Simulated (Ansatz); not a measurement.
HfTi9Ni10Sn10, 60 atoms, a = 7.21 Å, b = 20.82 Å, c = 7.21 Å, α = 90.00°, β = 109.47°, γ = 90.00°.

Space group Cm; a generated structure, not necessarily the stable one; computed without spin polarisation.

All numbers below come from DFT PBEsol, scalar-relativistic, plane waves, PAW (Ansatz).

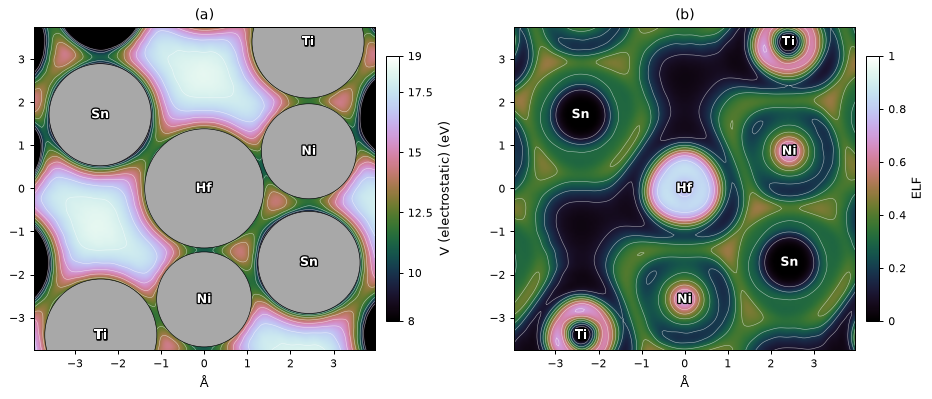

HfTi9Ni10Sn10. (a) electrostatic potential energy of an electron; (b) ELF on the (010) plane of the conventional cell. Grey discs cover the atomic cores in the potential map.

Core electrons are frozen (PAW), and the valence fields are smoothed inside the atomic spheres.

### Interpret the plot.

The plane passes through Hf, Ti, Ni and Sn nuclei.
Ti–Ni (2.54 Å): the ELF is about 0.35 at the midpoint.
Hf–Ni (2.58 Å): the ELF is about 0.30 at the midpoint (no shared electron pair shows on this line).
Ni–Sn (2.58 Å): the ELF is about 0.40 at the midpoint.
The features right at Hf, Ti and Ni lie inside the PAW spheres, where the map follows smoothed inner orbitals and isn't to be read closely.
Outside the cores the potential energy rises away from the atoms and is highest about 2.4 Å from the nearest atoms; its zero is arbitrary.
